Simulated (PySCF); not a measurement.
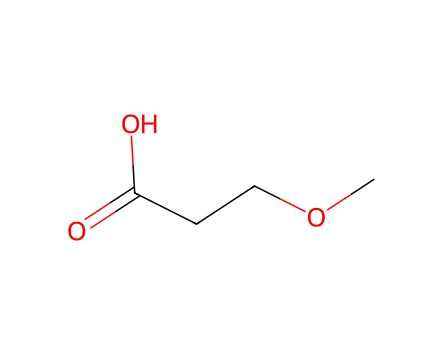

The computed structure is the end point of a GFN2-xTB optimisation. No frequency run is at hand to confirm it as a minimum. Method: ωB97X-D/def2-SVPD, gas phase (PySCF 2.14.0). Excitations: vertical, linear response.

Predict the main results.

The species is C₄H₈O₃ (`COCCC(=O)O`).
- dipole moment: 0.47 D
- HOMO energy (Kohn–Sham orbital): −9.55 eV
- LUMO energy (Kohn–Sham orbital): 1.89 eV
- HOMO–LUMO gap: 11.45 eV
- mean static polarisability: 61.7 bohr³
- lowest vertical singlet excitation: 6.01 eV
- its oscillator strength: 0.000
- brightest of the 8 lowest singlets: 8.69 eV
- its oscillator strength: 0.09
